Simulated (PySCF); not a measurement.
# C5H10O2Si: one change and its effect

System: C5H10O2Si.
Method of run 1: GIAO PBE0/pcSseg-1 NMR shielding, non-relativistic, gas phase (PySCF 2.14.0).

The geometry comes from this level: GFN2-xTB. Text and figures count atoms from 1; the logs count them from 0 in places.

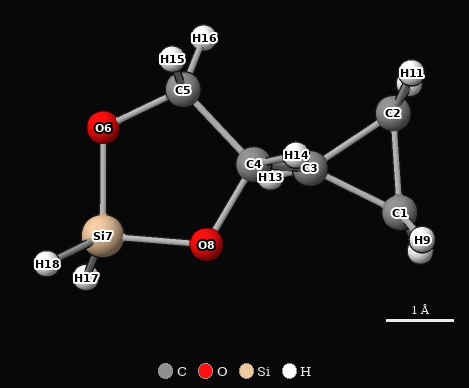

Figure 1. The structure as given in the input (ball-and-stick view, seen at a tilt; atoms are numbered from 1 in the order of the input). Bond lengths as drawn: C–C 1.50 to 1.55 Å, C–H 1.08 to 1.10 Å, C–O 1.40 to 1.41 Å, H–Si 1.45 Å and O–Si 1.64 Å.

**Input, run 1**
```
{"job": {"kind": "nmr", "xc": "PBE0", "basis": "pcSseg-1", "pop": true, "scf": {"guess": "huckel"}}, "charge": 0, "multiplicity": 1}
C     -2.046263     0.956900    -0.153137
C     -2.159911    -0.535468    -0.192504
C     -0.820602     0.117717    -0.351247
C      0.207980     0.009790     0.748366
C      1.085988    -1.251851     0.569232
O      2.253678    -0.872413    -0.098216
Si     2.503640     0.746447    -0.002548
O      1.078586     1.112716     0.714887
H     -2.167755     1.453383     0.797221
H     -2.417342     1.525407    -0.991552
H     -2.363868    -1.055936     0.731236
H     -2.610971    -0.996981    -1.057546
H     -0.368404     0.117661    -1.335759
H     -0.285669     0.004203     1.726709
H      1.353620    -1.674504     1.543223
H      0.569557    -2.012328    -0.021445
H      2.615277     1.259151    -1.357902
H      3.563699     1.102423     0.925048
```

The first line tells a small driver script what to run in PySCF; the rest is the geometry in Å.

Launched with:
```bash
OMP_NUM_THREADS=1 python <driver script> task.json out
```

Hardware: 1 CPU thread, shared host.

**Output (run 1)**
```
final grid: 144104 points
cycle   1  E = -629.9984941932  dE =  2.372e+00  |g| = 5.419e+00  |ddm| = 7.964e+00
cycle   2  E = -601.2180649370  dE =  2.878e+01  |g| = 8.349e+00  |ddm| = 3.670e+01
cycle   3  E = -617.4090857038  dE = -1.619e+01  |g| = 6.893e+00  |ddm| = 4.135e+01
cycle   4  E = -635.3495336522  dE = -1.794e+01  |g| = 1.483e+00  |ddm| = 1.948e+01
cycle   5  E = -635.4302586656  dE = -8.073e-02  |g| = 1.599e+00  |ddm| = 3.447e+00
cycle   6  E = -635.9331884061  dE = -5.029e-01  |g| = 2.703e-01  |ddm| = 1.937e+00
cycle   7  E = -635.9419568664  dE = -8.768e-03  |g| = 1.633e-01  |ddm| = 3.551e-01
cycle   8  E = -635.9470640283  dE = -5.107e-03  |g| = 2.575e-02  |ddm| = 1.600e-01
cycle   9  E = -635.9472027780  dE = -1.387e-04  |g| = 4.915e-03  |ddm| = 2.849e-02
cycle  10  E = -635.9472078336  dE = -5.056e-06  |g| = 1.840e-03  |ddm| = 5.501e-03
cycle  11  E = -635.9472086390  dE = -8.054e-07  |g| = 3.212e-04  |ddm| = 2.018e-03
cycle  12  E = -635.9472086619  dE = -2.284e-08  |g| = 9.544e-05  |ddm| = 3.603e-04
cycle  13  E = -635.9472086638  dE = -1.923e-09  |g| = 2.628e-05  |ddm| = 1.015e-04
cycle  14  E = -635.9472086640  dE = -1.528e-10  |g| = 5.286e-06  |ddm| = 2.403e-05
converged SCF energy = -635.9472086640

GIAO shielding tensors (ppm)
atom      isotropic    diamagn.    paramagn.     s11        s22        s33       span
  0 C      180.341     253.367     -73.026    150.681    177.077    213.265     62.584
  1 C      183.547     254.217     -70.671    157.234    179.565    213.841     56.607
  2 C      166.039     247.391     -81.352    127.445    158.910    211.761     84.317
  3 C      103.662     244.103    -140.440     78.627     96.658    135.702     57.075
  4 C      115.408     246.827    -131.419     89.081    108.724    148.419     59.339
  5 O      309.881     395.233     -85.352    266.346    278.120    385.178    118.832
  6 Si     352.885     881.391    -528.505    330.156    335.759    392.740     62.584
  7 O      276.188     397.525    -121.337    237.622    270.941    320.001     82.379
  8 H       31.260      31.465      -0.205     25.879     28.182     39.719     13.839
  9 H       31.027      30.705       0.321     25.413     26.449     41.219     15.806
 10 H       31.665      31.887      -0.221     26.152     28.827     40.017     13.866
 11 H       31.283      30.880       0.403     25.683     26.539     41.627     15.944
 12 H       30.795      33.007      -2.213     23.940     30.831     37.613     13.673
 13 H       28.448      32.561      -4.113     24.449     28.816     32.078      7.629
 14 H       27.474      30.188      -2.714     22.063     26.837     33.522     11.459
 15 H       27.442      30.878      -3.435     22.839     27.973     31.514      8.675
 16 H       26.566      30.122      -3.556     23.020     23.901     32.779      9.759
 17 H       26.683      29.004      -2.321     22.882     23.486     33.680     10.798
```

Run 2 used a changed input.

**The two runs side by side**

```tsv
quantity	run 1	run 2
outcome	converged	converged
total energy (hartree)	−635.947209	−635.947209
HOMO (eV)	−7.86	−7.86
LUMO (eV)	0.68	0.68
dipole moment (D)	1.05	1.05
shielding of C1 (ppm)	180.3	180.3
shielding of C2 (ppm)	183.5	183.5
shielding of C3 (ppm)	166.0	166.0
shielding of C5 (ppm)	115.4	115.4
shielding of O6 (ppm)	309.9	309.9
shielding of O8 (ppm)	276.2	276.2
shielding of H10 (ppm)	31.0	31.0
SCF iterations	14	13
basis functions	193	193
wall time (shared host)	39 s	44 s
```

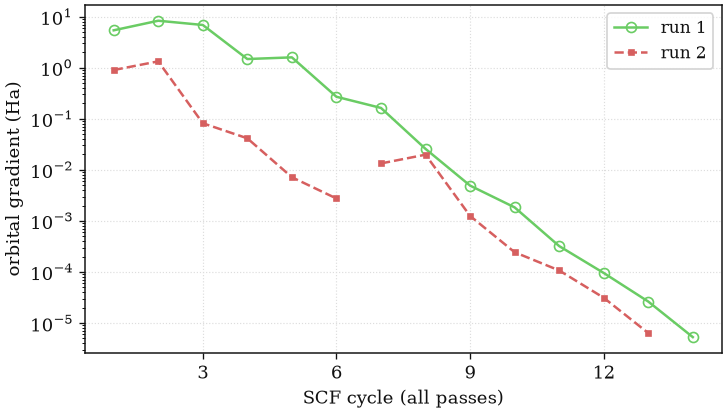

Figure 2. Convergence of the two runs: orbital gradient against the SCF cycle. A break in a curve parts two SCF passes (coarse and final grid). Run 1 takes 14 cycles in all, and run 2 takes 13.

Which change of the input explains these differences?

The change (lines with − go, lines with + come):
```diff
-"scf": {"guess": "huckel"}
```

Both reach the same energy, so the change doesn't alter the result. No shielding changes by as much as 0.05 ppm. The SCF takes 13 iterations against 14.

**Output (run 2)**
```
coarse grid: 15432 points
cycle   1  E = -635.7286647568  dE =  1.407e+00  |g| = 9.033e-01  |ddm| = 3.835e+00
cycle   2  E = -635.5564115896  dE =  1.723e-01  |g| = 1.335e+00  |ddm| = 1.919e+00
cycle   3  E = -635.8764298376  dE = -3.200e-01  |g| = 8.187e-02  |ddm| = 1.281e+00
cycle   4  E = -635.8774401914  dE = -1.010e-03  |g| = 4.149e-02  |ddm| = 9.573e-02
cycle   5  E = -635.8778495946  dE = -4.094e-04  |g| = 7.168e-03  |ddm| = 4.249e-02
cycle   6  E = -635.8778586394  dE = -9.045e-06  |g| = 2.749e-03  |ddm| = 7.438e-03
final grid: 144104 points
cycle   7  E = -635.9471746288  dE = -3.539e-05  |g| = 1.336e-02  |ddm| = 3.144e-02
cycle   8  E = -635.9471361656  dE =  3.846e-05  |g| = 1.982e-02  |ddm| = 2.538e-02
cycle   9  E = -635.9472083214  dE = -7.216e-05  |g| = 1.252e-03  |ddm| = 1.592e-02
cycle  10  E = -635.9472086511  dE = -3.297e-07  |g| = 2.434e-04  |ddm| = 1.257e-03
cycle  11  E = -635.9472086618  dE = -1.067e-08  |g| = 1.070e-04  |ddm| = 3.121e-04
cycle  12  E = -635.9472086638  dE = -1.961e-09  |g| = 3.119e-05  |ddm| = 1.078e-04
cycle  13  E = -635.9472086640  dE = -1.785e-10  |g| = 6.347e-06  |ddm| = 3.031e-05
converged SCF energy = -635.9472086640

GIAO shielding tensors (ppm)
atom      isotropic    diamagn.    paramagn.     s11        s22        s33       span
  0 C      180.341     253.367     -73.026    150.681    177.077    213.266     62.585
  1 C      183.547     254.217     -70.670    157.234    179.565    213.841     56.608
  2 C      166.039     247.391     -81.352    127.445    158.910    211.762     84.317
  3 C      103.662     244.103    -140.440     78.627     96.658    135.702     57.075
  4 C      115.408     246.827    -131.419     89.081    108.724    148.419     59.338
  5 O      309.884     395.233     -85.349    266.353    278.119    385.180    118.827
  6 Si     352.885     881.391    -528.505    330.156    335.760    392.740     62.584
  7 O      276.189     397.525    -121.336    237.622    270.942    320.001     82.379
  8 H       31.260      31.465      -0.205     25.879     28.182     39.719     13.839
  9 H       31.027      30.705       0.321     25.413     26.449     41.219     15.806
 10 H       31.665      31.887      -0.221     26.152     28.827     40.017     13.866
 11 H       31.283      30.880       0.403     25.683     26.539     41.627     15.944
 12 H       30.795      33.007      -2.213     23.940     30.831     37.613     13.673
 13 H       28.448      32.561      -4.113     24.449     28.816     32.078      7.629
 14 H       27.474      30.188      -2.714     22.063     26.837     33.522     11.459
 15 H       27.442      30.878      -3.435     22.839     27.973     31.514      8.675
 16 H       26.566      30.122      -3.556     23.020     23.901     32.779      9.759
 17 H       26.683      29.004      -2.321     22.882     23.486     33.680     10.798
```
